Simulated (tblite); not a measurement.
Potential energy surface of H2Ge, singlet: map of symmetric stretch and bend. Scanned: Ge-H bond length and H-Ge-H angle.

Computed with tblite with GFN2-xTB, 300 K electronic temperature.

Energy in kJ/mol above the lowest grid point; x is the Ge-H bond length (Å), y the H-Ge-H angle (°).

```csv
y \ x,1.36,1.44,1.52,1.60,1.68,1.76,1.84,1.92,2,2.08,2.16
180,462.5,448.7,372.4,288.0,227.9,187.0,161.5,148.5,146.5,153.6,167.8
170,434.3,389.7,327.1,262.9,212.5,177.1,155.0,144.1,143.5,151.6,166.5
160,369.9,312.5,262.1,216.7,180.3,154.6,139.3,133.2,136.0,146.4,163.0
150,303.7,244.9,202.6,169.4,144.5,128.1,119.9,119.2,126.0,139.3,158.1
140,243.9,186.5,150.3,125.9,110.0,101.4,99.7,104.1,114.9,131.4,152.6
130,192.4,136.8,105.4,87.5,78.4,76.3,80.2,89.3,103.9,123.3,146.8
120,150.0,95.9,67.9,54.7,50.9,54.0,62.5,75.7,93.6,115.8,141.5
110,117.3,64.1,38.3,28.4,28.4,35.4,47.6,64.1,84.8,109.4,137.1
100,95.6,42.3,17.6,9.6,12.1,21.8,36.8,55.7,78.8,105.4,134.8
90,86.8,32.3,7.4,0.0,3.7,15.0,31.6,52.2,76.9,104.9,135.6
80,93.9,36.7,10.2,2.1,5.6,17.2,34.4,55.8,81.2,110.0,141.3
70,121.4,60.1,30.3,19.7,21.5,31.9,48.4,69.4,94.5,123.2,154.5
```

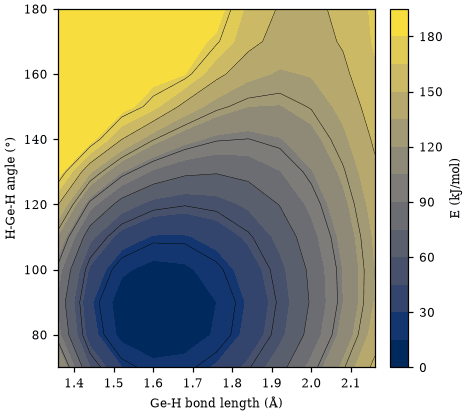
Energy surface, cut off at 187 kJ/mol.

Points that lie below all their neighbours on the grid: x = 1.60, y = 90 (0.0 kJ/mol).
